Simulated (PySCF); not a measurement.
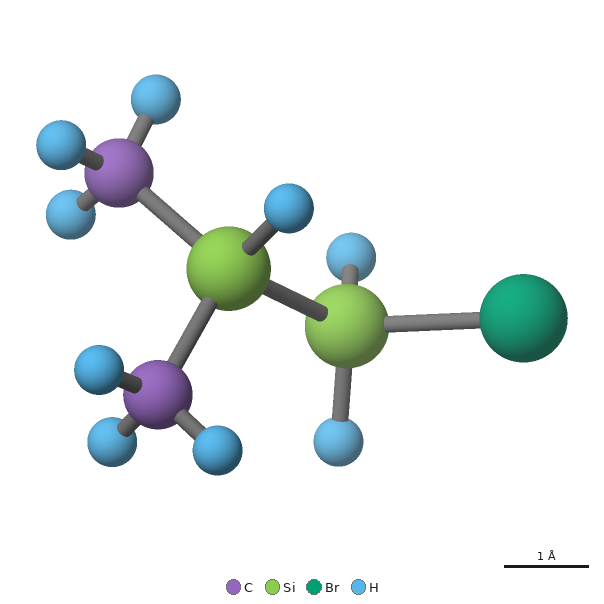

Every bond is drawn as one stick, whatever its order.

The geometry was computed by an optimisation with GFN2-xTB. No frequency run is at hand to confirm it as a minimum.

Question: Give the formula.

Answer: C₂H₉BrSi₂, 14 atoms: 2 carbon, 9 hydrogen, 1 bromine and 2 silicon.

Question: Count the bonded pairs by element.

Answer: 6 C–H, 3 Si–H, 2 C–Si, 1 Si–Si, 1 Br–Si.

Question: Does it have rings?

Answer: It has no ring.

Question: Give a SMILES string for it.

Answer: C[SiH](C)[SiH2]Br

Question: Give the symmetry (Schoenflies symbol).

Answer: C1.

The parts below concern this one geometry. Atoms keep their numbers from picture to picture.

## Dipole moment

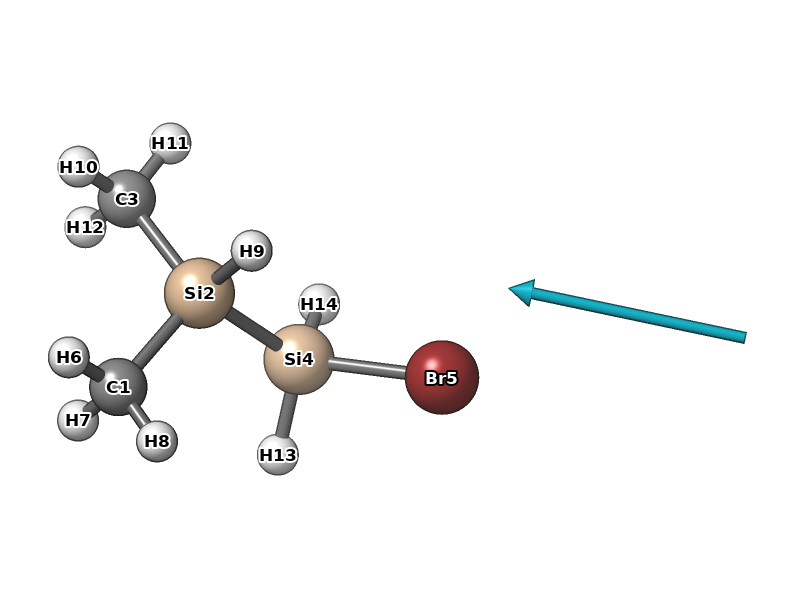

The arrow beside the molecule shows the direction of the dipole moment, from the negative to the positive end (its length means nothing). No frequency run is at hand to confirm it as a minimum. Level of theory: B3LYP/def2-SVPD, gas phase (PySCF 2.14.0).

Question: Estimate the dipole moment.

Answer: 2.92 D; it points from the side of Br5 to the side of H10 (the outermost atoms at the two ends).

## Polarisability

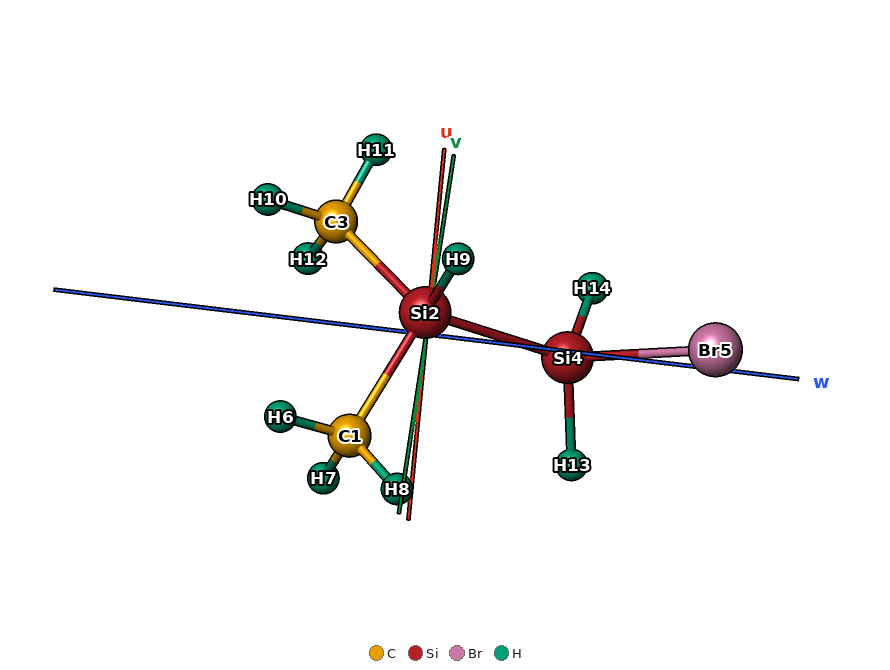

The lines u, v and w are the principal axes of the static dipole polarisability. No frequency run is at hand to confirm it as a minimum. Method: B3LYP/def2-SVPD (PySCF 2.14.0).

Question: Along which axis is the molecule most polarisable, and along which least?

Answer: Most along w (close to the long direction C3···Br5), least along u.

Question: Give the three principal values.

Answer: u 91.2, v 96.5, w 124.2 bohr³; mean 104.0, anisotropy 30.7 bohr³.

## Excitation

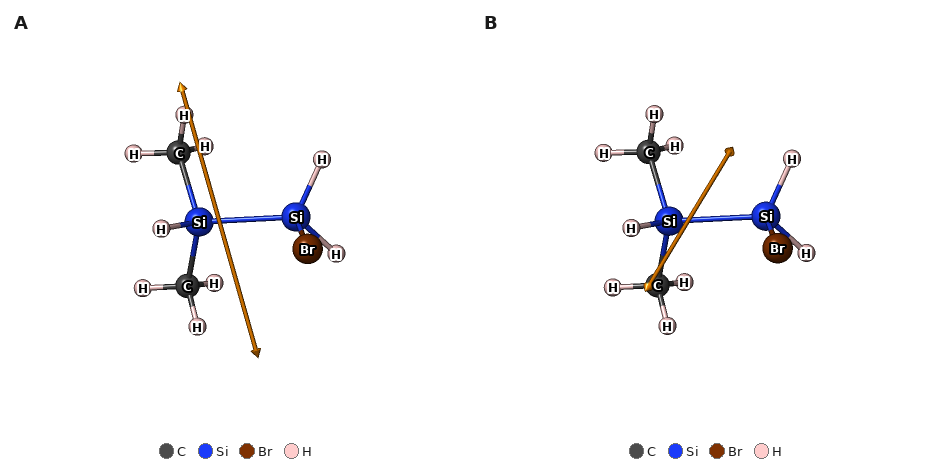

The double arrows show the directions of two transition dipoles from the ground state (lengths mean nothing). No frequency run is at hand to confirm it as a minimum. Method: TDDFT B3LYP/def2-SVPD, vertical, gas phase, core orbitals frozen in the response (PySCF 2.14.0).

Question: One belongs to singlet state 3 and one to singlet state 7. Which is which?

Answer: A: state 3, 6.33 eV (196 nm), oscillator strength 0.015, mainly HOMO → LUMO+1 (weight 0.97).
B: state 7, 6.94 eV (179 nm), oscillator strength 0.046, of mixed character, with the largest part HOMO−2 → LUMO (weight 0.50).

The geometry is semi-empirical. Around Br, Si such bond lengths and angles can be off by a tenth of an ångström or more and by several degrees, and values that hang on the shape move with them.
